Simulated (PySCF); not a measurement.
## Electronic structure of BH3···B3FH6 (arachno-B4H10 (F for H, site b on B)) in real space

| atom | x (Å) | y (Å) | z (Å) |
| --- | --- | --- | --- |
| B | 0.0543 | 1.7266 | 1.5647 |
| B | -0.2878 | -0.7932 | 0.4915 |
| B | -0.4859 | -0.4872 | -1.7290 |
| B | 1.0453 | -1.1814 | -0.3334 |
| H | 1.1448 | 1.6038 | 1.9818 |
| H | -0.9956 | -1.5515 | 1.0465 |
| H | -1.0022 | -1.3336 | -2.3547 |
| F | 2.2729 | -1.6117 | -0.2693 |
| H | -0.1977 | 0.2569 | 1.0915 |
| H | -0.0757 | 2.2954 | 0.5459 |
| H | -1.0550 | -0.4001 | -0.6012 |
| H | 0.7867 | -0.9031 | -1.5967 |
| H | -0.8227 | 1.7902 | 2.3417 |
| H | -0.3814 | 0.5891 | -2.1793 |

Geometry: GFN2-xTB.

The calculation used PBE0/pcSseg-1, SCF density, in a water solvent model, non-relativistic (PySCF).

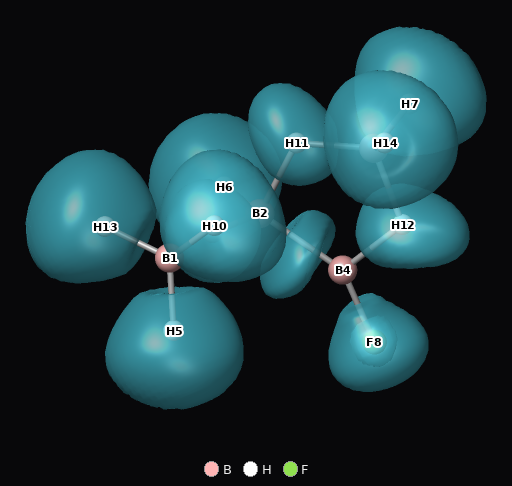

Figure 1. Isosurface of the electron localisation function at 0.75 (cyan), seen at a tilt. Only the valence region is drawn (cores and ρ < 0.01 e/Å³ removed).

> Where are the electrons localised?

The ELF exceeds this value in one region between bonded B–B atoms (shared pairs), nine regions around hydrogen nuclei and one region on F in which the atom's valence shell and bonds are merged. Along the contacts the grid gives the following. B1···H9 (1.56 Å): the ELF climbs to about 1 towards the hydrogen, as it does in any bond to H. B–F (1.30 Å): the ELF peaks at about 0.85 between the atoms, as expected for a shared but strongly polarised pair.

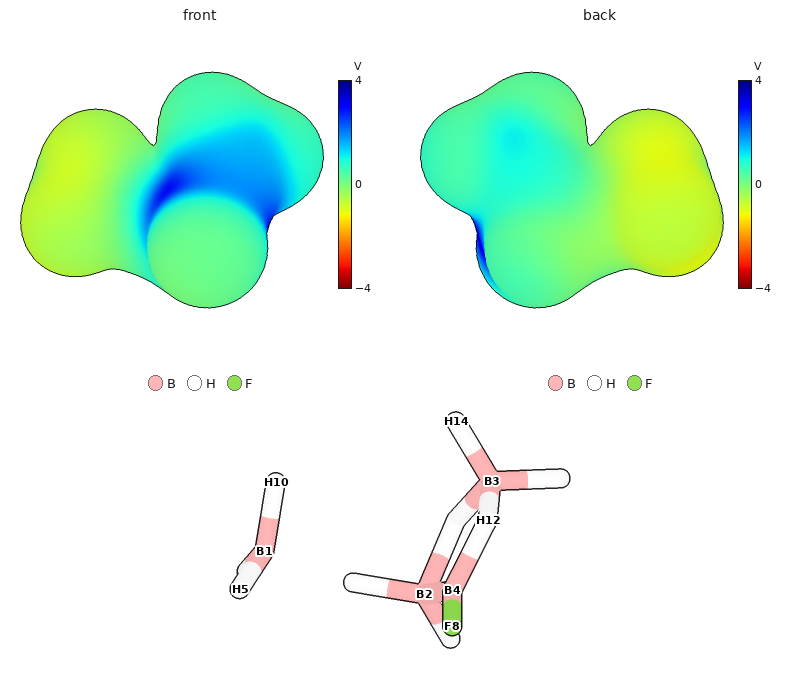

Figure 2. The molecular electrostatic potential painted on the density surface at 0.002 e/bohr³, seen from the front and from behind; red is negative and blue positive. The bare structure is drawn below in the same view.

> Where is the surface potential most negative and most positive?

The most negative region (about −1.0 V, or −23 kcal/mol for a unit charge) lies over H13, the most positive (about +3.1 V, or +71 kcal/mol for a unit charge) over B4.

> How polar is the complex by this calculation?

Its dipole moment is 4.07 D.

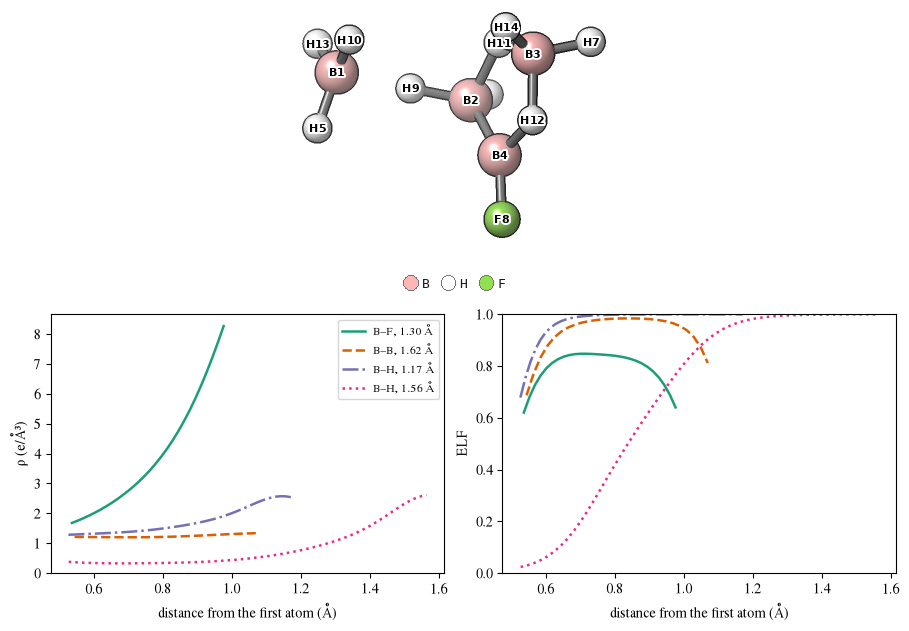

Figure 3. Electron density and electron localisation function along straight lines between neighbouring atoms. The curves leave out the atomic cores. The structure is drawn too.

> What can be read from the curves?

B–F (1.30 Å): the density is about 2.3 e/Å³ at the midpoint; the ELF peaks at about 0.85 between the atoms, as expected for a polar covalent bond.
B–B (1.62 Å): ρ at the midpoint is about 1.2 e/Å³; the ELF peaks at about 1 between the atoms, as expected for a shared electron pair.
B–H (1.17 Å): the density is about 1.3 e/Å³ at the midpoint; the ELF climbs to about 1 towards the hydrogen: an ordinary covalent bond to hydrogen.
B1···H9 (1.56 Å): the density falls to about 0.33 e/Å³ on the way; the ELF climbs to about 1 towards the hydrogen.
